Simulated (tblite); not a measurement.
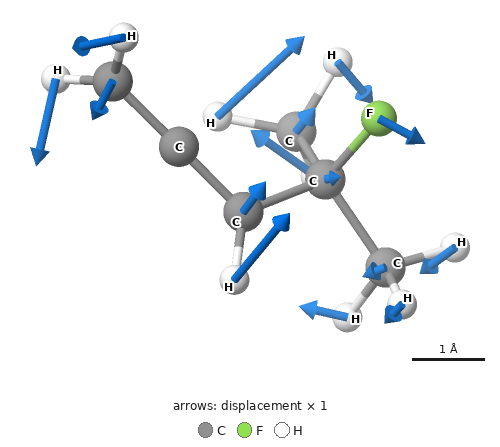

This is a relaxation of C$_{6}$H$_{9}$F. The starting structure is drawn; blue arrows show the displacements, at their true length. The two geometries are superimposed by the best rigid fit.

A ball-and-stick model, seen from a free direction.

These are results of GFN2-xTB geometry optimisation, gas phase (tblite), not measurements. 

**Which element moves most?**

Hydrogen: up to 1.77 Å, against 0.75 Å for fluorine.

**What did the optimiser do to the structure, and how much energy did it gain?**

The largest move after the best rigid fit is that of an H atom, 1.77 Å. Largest moves by element: H 1.77 Å, F 0.75 Å, C 0.72 Å. Near-neighbour distances that change, for instance: C–H 1.133 → 1.087 Å, C–H 1.048 → 1.082 Å, C–C 1.495 → 1.523 Å, C–C 1.318 → 1.293 Å. Bond angles that change, for instance: H–C–H 128.5° → 116.5°, C–C–H 126.6° → 114.6°, C–C–C 114.3° → 124.7°. Groups turn about C–C by about 65°, C–C by about 50°. The energy falls by 0.522 eV in 170 geometry steps.
